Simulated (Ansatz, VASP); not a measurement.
# Ge7H (H-terminated Ge(111)): VASP beside Ansatz

Wanted: the spread between two codes on one cell, functional and k mesh. The structure shown is the end of the VASP relaxation below.

Main program and level: Ansatz 0.2.0; plane waves, with VASP 6.6.1 beside it; single point at PBE.

### 1. Starting point

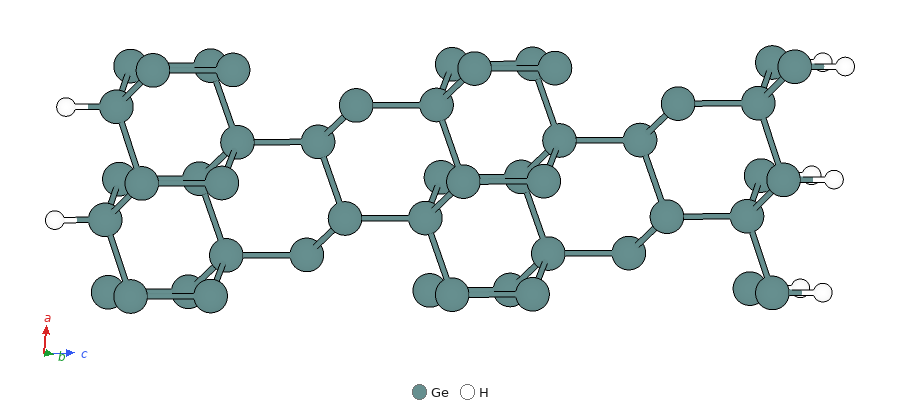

The cell as given, from the side, with the c axis across the page (germanium teal, hydrogen white). 2×1×1 cells are drawn. Some periodic images of atoms are drawn too.

The cell holds 16 atoms: 14 Ge and 2 H. Cell: a = 4.093 Å, b = 4.093 Å, c = 40.009 Å, α = 90.0°, β = 90.0°, γ = 60.0°. It derives from Ge. As first built, before any earlier steps moved the atoms: 14 layers of Ge at this functional's lattice, H on top and H below. Vacuum lies along c.

Structure file:

```xyz
16
Lattice="4.0934 0.0000 0.0000 2.0467 3.5450 0.0000 0.0000 0.0000 40.0092" Properties=species:S:1:pos:R:3
Ge    4.0934    2.3633    9.5974
Ge    0.0000    0.0000   10.3880
Ge    0.0000    0.0000   12.8863
Ge    2.0467    1.1817   13.7249
Ge    2.0467    1.1817   16.2380
Ge    4.0934    2.3633   17.0796
Ge    4.0934    2.3633   19.5862
Ge    0.0000    0.0000   20.4229
Ge    0.0000    0.0000   22.9296
Ge    2.0467    1.1817   23.7712
Ge    2.0467    1.1817   26.2843
Ge    4.0934    2.3633   27.1228
Ge    4.0934    2.3633   29.6212
Ge    0.0000    0.0000   30.4118
H     4.0934    2.3633    8.0233
H     0.0000    0.0000   31.9859
```

### 2. VASP: relaxation, PBE

This run makes the geometry at which the two programs are then compared.

Lines of VASP's logs that name or quote its potential files are left out, and so is its time.

File INCAR:

```
SYSTEM = Ge7H
PREC = Normal
ENCUT = 320
EDIFF = 1E-05
NELM = 120
ISMEAR = 0
SIGMA = 0.03
LREAL = Auto
ALGO = Fast
GGA = PE
NBANDS = 45
LORBIT = 11
LWAVE = .FALSE.
LCHARG = .FALSE.
KPAR = 4
IBRION = 2
NSW = 60
ISIF = 2
EDIFFG = -0.03
POTIM = 0.4
MAXMIX = 40
IDIPOL = 3
LDIPOL = .TRUE.
DIPOL = 0.5 0.5 0.5
```

File POSCAR:

```
Ge7H
1.0
    4.0934265369      0.0000000000      0.0000000000
    2.0467132684      3.5450113694      0.0000000000
    0.0000000000      0.0000000000     40.0091798226
Ge H
14 2
Direct
    0.6666666700      0.6666666700      0.2389451600
    0.0000000000      0.0000000000      0.2598295500
    0.0000000000      0.0000000000      0.3224827100
    0.3333333300      0.3333333300      0.3433671000
    0.3333333300      0.3333333300      0.4060202600
    0.6666666700      0.6666666700      0.4269046500
    0.6666666700      0.6666666700      0.4895578100
    0.0000000000      0.0000000000      0.5104421900
    0.0000000000      0.0000000000      0.5730953500
    0.3333333300      0.3333333300      0.5939797400
    0.3333333300      0.3333333300      0.6566329000
    0.6666666700      0.6666666700      0.6775172900
    0.6666666700      0.6666666700      0.7401704500
    0.0000000000      0.0000000000      0.7610548400
    0.6666666700      0.6666666700      0.1999541100
    0.0000000000      0.0000000000      0.8000458900
```

File KPOINTS:

```
Automatic mesh
0
Gamma
9 9 1
0 0 0
```

PAW data sets: Ge and H (PBE family, release 64).

Run with:

```
$ mpirun -np 4 vasp_std
```

Numbers of over 12 decimals in the logs are rounded to 6 here.

The program printed:

```text
[banner, memory and clock lines left out]
running    4 mpi-ranks, on    1 nodes
 distrk:  each k-point on    1 cores,    4 groups
 distr:  one band on    1 cores,    1 groups

 POSCAR found type information on POSCAR GeH
 POSCAR found :  2 types and      16 ions
 LDA part: xc-table for (Slater+PW92), standard interpolation
 POSCAR, INCAR and KPOINTS ok, starting setup
 FFT: planning ... GRIDC
 FFT: planning ... GRID_SOFT
 FFT: planning ... GRID
 WAVECAR not read
 entering main loop
       N       E                     dE             d eps       ncg     rms          rms(c)
DAV:   1     0.212162986335E+03    0.21216E+03   -0.14872E+04  1080   0.663E+02
DAV:   2    -0.458299377073E+02   -0.25799E+03   -0.24766E+03  1457   0.142E+02
DAV:   3    -0.693017085800E+02   -0.23472E+02   -0.23074E+02  1326   0.453E+01
DAV:   4    -0.700031669870E+02   -0.70146E+00   -0.69807E+00  1552   0.835E+00
DAV:   5    -0.700159544114E+02   -0.12787E-01   -0.12778E-01  1403   0.107E+00    0.847E+00
RMM:   6    -0.693449265285E+02    0.67103E+00   -0.33506E-01  1080   0.165E+00    0.505E+00
RMM:   7    -0.690442209532E+02    0.30071E+00   -0.82103E-01  1085   0.278E+00    0.603E-01
RMM:   8    -0.690407816363E+02    0.34393E-02   -0.58194E-02  1095   0.934E-01    0.355E-01
RMM:   9    -0.690398948882E+02    0.88675E-03   -0.26355E-02  1115   0.479E-01    0.134E-01
RMM:  10    -0.690396735530E+02    0.22134E-03   -0.38194E-03  1147   0.188E-01    0.822E-02
RMM:  11    -0.690392391359E+02    0.43442E-03   -0.25014E-03  1084   0.140E-01    0.388E-02
RMM:  12    -0.690394702329E+02   -0.23110E-03   -0.59600E-04  1139   0.610E-02    0.227E-02
RMM:  13    -0.690398800713E+02   -0.40984E-03   -0.20416E-04  1034   0.390E-02    0.143E-02
RMM:  14    -0.690402065243E+02   -0.32645E-03   -0.93004E-05   920   0.228E-02    0.551E-03
RMM:  15    -0.690404320171E+02   -0.22549E-03   -0.51658E-05   863   0.150E-02    0.349E-03
RMM:  16    -0.690405081292E+02   -0.76112E-04   -0.11532E-05   768   0.815E-03    0.166E-03
RMM:  17    -0.690405557435E+02   -0.47614E-04   -0.53232E-06   650   0.490E-03    0.111E-03
RMM:  18    -0.690405722652E+02   -0.16522E-04   -0.17539E-06   541   0.339E-03    0.552E-04
RMM:  19    -0.690405815121E+02   -0.92469E-05   -0.49149E-07   422   0.257E-03
   1 F= -.69040582E+02 E0= -.69040319E+02  d E =-.690406E+02
[... from here on, the cycles between the ionic steps are left out ...]
   2 F= -.69051263E+02 E0= -.69051005E+02  d E =-.106816E-01
   3 F= -.69051376E+02 E0= -.69051117E+02  d E =-.107949E-01
   4 F= -.69053389E+02 E0= -.69053133E+02  d E =-.201284E-02
   5 F= -.69055468E+02 E0= -.69055226E+02  d E =-.409205E-02
   6 F= -.69055499E+02 E0= -.69055254E+02  d E =-.412223E-02
   7 F= -.69056559E+02 E0= -.69056301E+02  d E =-.106034E-02
   8 F= -.69056951E+02 E0= -.69056667E+02  d E =-.145281E-02
   9 F= -.69057450E+02 E0= -.69057173E+02  d E =-.195108E-02
 curvature:  -1.89 expect dE=-0.112E-02 dE for cont linesearch -0.373E-05
 trial: gam= 0.64511 g(F)=  0.596E-03 g(S)=  0.000E+00 ort = 0.466E-04 (trialstep = 0.190E+01)
 search vector abs. value=  0.111E-02
 bond charge predicted
       N       E                     dE             d eps       ncg     rms          rms(c)
DAV:   1    -0.690578981066E+02   -0.45339E-03   -0.32996E-02  1120   0.635E-01    0.595E-02
RMM:   2    -0.690581808240E+02   -0.28272E-03   -0.20378E-03  1085   0.153E-01    0.721E-02
RMM:   3    -0.690581802214E+02    0.60260E-06   -0.46922E-04  1106   0.667E-02    0.519E-02
RMM:   4    -0.690581089417E+02    0.71280E-04   -0.18322E-04  1093   0.357E-02    0.325E-02
RMM:   5    -0.690581043718E+02    0.45700E-05   -0.36317E-05   893   0.173E-02
  10 F= -.69058104E+02 E0= -.69057832E+02  d E =-.654680E-03
 trial-energy change:   -0.000655  1 .order   -0.000635   -0.001187   -0.000083
 step:   2.0390(harm=  2.0390)  dis= 0.00509  next Energy=   -69.058088 (dE=-0.638E-03)
 reached required accuracy - stopping structural energy minimisation
```

Parts of OUTCAR (step 2):

```text
ion  position               nearest neighbor table
   1  0.667  0.667  0.239-  15 1.56   2 2.51   2 2.51   2 2.51
   2  0.000  0.000  0.260-   3 2.51   1 2.51   1 2.51   1 2.51
   3  0.000  0.000  0.322-   2 2.51   4 2.51   4 2.51   4 2.51
   4  0.333  0.333  0.343-   5 2.51   3 2.51   3 2.51   3 2.51
   5  0.333  0.333  0.406-   4 2.51   6 2.51   6 2.51   6 2.51
   6  0.667  0.667  0.427-   7 2.51   5 2.51   5 2.51   5 2.51
   7  0.667  0.667  0.490-   8 2.51   8 2.51   8 2.51   6 2.51
   8  0.000  0.000  0.510-   7 2.51   7 2.51   7 2.51   9 2.51
   9  0.000  0.000  0.573-   8 2.51  10 2.51  10 2.51  10 2.51
  10  0.333  0.333  0.594-  11 2.51   9 2.51   9 2.51   9 2.51
  11  0.333  0.333  0.657-  10 2.51  12 2.51  12 2.51  12 2.51
  12  0.667  0.667  0.678-  13 2.51  11 2.51  11 2.51  11 2.51
  13  0.667  0.667  0.740-  12 2.51  14 2.51  14 2.51  14 2.51
  14  0.000  0.000  0.761-  16 1.56  13 2.51  13 2.51  13 2.51
  15  0.667  0.667  0.200-   1 1.56
  16  0.000  0.000  0.800-  14 1.56

  LATTYP: Found a hexagonal cell.
 ALAT       =     4.0934265368
 C/A-ratio  =     9.7740070483

 Subroutine GETGRP returns: Found 12 space group operations
 (whereof  6 operations were pure point group operations)

The static configuration has the point symmetry C_3v.
 The point group associated with its full space group is D_3d.

 Found     12 irreducible k-points:

   k-points           NKPTS =     12   k-points in BZ     NKDIM =     12   number of bands    NBANDS=     45

   dimension x,y,z NGX =    18 NGY =   18 NGZ =  180
   dimension x,y,z NGXF=    36 NGYF=   36 NGZF=  360

   ENCUT  =  320.0 eV  23.52 Ry    4.85 a.u.   5.97  5.97 58.36*2*pi/ulx,y,z

   NELECT =      58.0000    total number of electrons

 k-points in reciprocal lattice and weights: Automatic mesh
   0.00000000  0.00000000  0.00000000       0.012
   0.11111111  0.00000000  0.00000000       0.074
   0.22222222 -0.00000000  0.00000000       0.074
   0.33333333  0.00000000  0.00000000       0.074
   0.44444444 -0.00000000  0.00000000       0.074
   0.22222222  0.11111111  0.00000000       0.074
   0.33333333  0.11111111  0.00000000       0.148
   0.44444444  0.11111111  0.00000000       0.148
  -0.44444444  0.11111111  0.00000000       0.074
   0.44444444  0.22222222  0.00000000       0.074
  -0.44444444  0.22222222  0.00000000       0.148
  -0.33333333  0.33333333  0.00000000       0.025

 dipolmoment           0.000000      0.000000     -0.000000 electrons x Angstroem

 average (electrostatic) potential at core
       1 -36.5045       2 -36.5527       3 -36.5772       4 -36.5869       5 -36.5882
       6 -36.5901       7 -36.6039       8 -36.6039       9 -36.5901      10 -36.5882
      11 -36.5869      12 -36.5772      13 -36.5527      14 -36.5045      15 -36.8231
      16 -36.8231

 E-fermi :   0.0780

 k-point     1 :       0.0000    0.0000    0.0000
  band No.  band energies     occupation
    ...
     26      -0.1191      2.00000
     27      -0.1191      2.00000
     28       0.0586      1.63932
     29       0.0732      1.18033
     30       0.0732      1.18029
     31       0.1632      0.00006
     32       0.2501      0.00000
     33       0.3953      0.00000
     34       0.5682      0.00000
     35       0.7684      0.00000
    ...

 k-point     2 :       0.1111    0.0000    0.0000
  band No.  band energies     occupation
    ...
     25      -0.8772      2.00000
     26      -0.5988      2.00000
     27      -0.4171      2.00000
     28      -0.3227      2.00000
     29      -0.1242      2.00000
     30       1.0989      0.00000
     31       1.2215      0.00000
     32       1.3026      0.00000
     33       1.4181      0.00000
     34       1.4912      0.00000
    ...

 k-point     3 :       0.2222   -0.0000    0.0000
  band No.  band energies     occupation
    ...
     25      -1.3643      2.00000
     26      -1.0660      2.00000
     27      -0.8189      2.00000
     28      -0.7747      2.00000
     29      -0.5679      2.00000
     30       0.9667      0.00000
     31       1.4357      0.00000
     32       1.5768      0.00000
     33       1.6322      0.00000
     34       1.6802      0.00000
    ...

  Total       -0.8108190     -0.8108190     -1.3731573      0.0000000     -0.0000000     -0.0000000
  in kB       -2.2375371     -2.2375371     -3.7893662      0.0000000     -0.0000000     -0.0000000
  external PRESSURE =      -2.7548134 kB  Pullay stress =       0.0000000 kB

  energy-cutoff  :      320.00
  volume of cell :      580.58
      direct lattice vectors                 reciprocal lattice vectors
     4.093426537  0.000000000  0.000000000     0.244294112 -0.141043271  0.000000000
     2.046713268  3.545011369  0.000000000     0.000000000  0.282086542  0.000000000
     0.000000000  0.000000000 40.009179823     0.000000000  0.000000000  0.024994264

 POSITION                                       TOTAL-FORCE (eV/Angst)
 -----------------------------------------------------------------------------------
      4.09343      2.36334      9.59735         0.000000      0.000000     -0.011479
      0.00000      0.00000     10.38802         0.000000     -0.000000      0.007463
      0.00000      0.00000     12.88634         0.000000     -0.000000      0.008346
      2.04671      1.18167     13.72486         0.000000     -0.000000      0.024656
      2.04671      1.18167     16.23797         0.000000     -0.000000     -0.018890
      4.09343      2.36334     17.07957         0.000000      0.000000     -0.019859
      4.09343      2.36334     19.58624         0.000000     -0.000000     -0.001427
      4.09343      0.00000     20.42294         0.000000     -0.000000      0.001427
      0.00000      0.00000     22.92961        -0.000000     -0.000000      0.019859
      2.04671      1.18167     23.77121         0.000000     -0.000000      0.018890
      2.04671      1.18167     26.28432         0.000000     -0.000000     -0.024656
      4.09343      2.36334     27.12284        -0.000000     -0.000000     -0.008346
      4.09343      2.36334     29.62116        -0.000000     -0.000000     -0.007463
      4.09343      0.00000     30.41183        -0.000000     -0.000000      0.011479
      4.09343      2.36334      8.02331         0.000000     -0.000000      0.012274
      0.00000      0.00000     31.98587        -0.000000     -0.000000     -0.012274
 -----------------------------------------------------------------------------------
    total drift:                               -0.000003     -0.000002     -0.000004

  FREE ENERGIE OF THE ION-ELECTRON SYSTEM (eV)
  ---------------------------------------------------
  free  energy   TOTEN  =       -69.0581043718 eV

  energy  without entropy=      -69.0575595016  energy(sigma->0) =      -69.05783194

 reached required accuracy - stopping structural energy minimisation

 vacuum level on the upper side and lower side of the slab         4.444         4.444

 total charge
# of ion       s       p       d       tot
------------------------------------------
    1        1.112   1.271   0.066   2.448
    2        1.126   1.220   0.053   2.399
    3        1.133   1.201   0.053   2.386
    4        1.136   1.193   0.052   2.381
    5        1.137   1.191   0.052   2.380
    6        1.137   1.192   0.053   2.382
    7        1.137   1.193   0.053   2.383
    8        1.137   1.193   0.053   2.383
    9        1.137   1.192   0.053   2.382
   10        1.137   1.191   0.052   2.380
   11        1.136   1.193   0.052   2.381
   12        1.133   1.201   0.053   2.386
   13        1.126   1.220   0.053   2.399
   14        1.112   1.271   0.066   2.448
   15        0.529   0.010   0.000   0.539
   16        0.529   0.010   0.000   0.539
--------------------------------------------------
tot         16.894  16.939   0.762  34.595

[... 3 further parts left out ...]
```

CONTCAR:

```
Ge7H
   1.00000000000000
     4.0934265369000000    0.0000000000000000    0.0000000000000000
     2.0467132684000000    3.5450113694000001    0.0000000000000000
     0.0000000000000000    0.0000000000000000   40.0091798225999966
  Ge              H
    14     2
Direct
     0.6666666699999979    0.6666666699999979    0.2398787876906428
     0.0000000000000000    0.0000000000000000    0.2596410128786967
     0.0000000000000000    0.0000000000000000    0.3220846792228108
     0.3333333300000021    0.3333333300000021    0.3430428507427089
     0.3333333300000021    0.3333333300000021    0.4058561508815711
     0.6666666699999979    0.6666666699999979    0.4268912889036616
     0.6666666699999979    0.6666666699999979    0.4895435354319473
     1.0000000000000000    0.0000000000000000    0.5104564645680527
     0.0000000000000000    0.0000000000000000    0.5731087110963382
     0.3333333300000021    0.3333333300000021    0.5941438491184291
     0.3333333300000021    0.3333333300000021    0.6569571492572910
     0.6666666699999979    0.6666666699999979    0.6779153207771893
     0.6666666699999979    0.6666666699999979    0.7403589871213033
     1.0000000000000000    0.0000000000000000    0.7601212123093573
     0.6666666699999979    0.6666666699999979    0.2005368037439400
     0.0000000000000000    0.0000000000000000    0.7994631962560601
```

(Continued in part 2 of 2.)

[Lines on the potential files, build, host, timing and source positions are cut from VASP's logs without a mark.]

[Logs are printed without paths, hosts, clocks, repeated set-up lines and the standing remarks that a program may print on its own settings, such as how far it seeks lower states.]

[Hosts, paths, dates, database ids (printed as entryN), source tags and the programs' standing remarks are cut or masked in the printed files.]
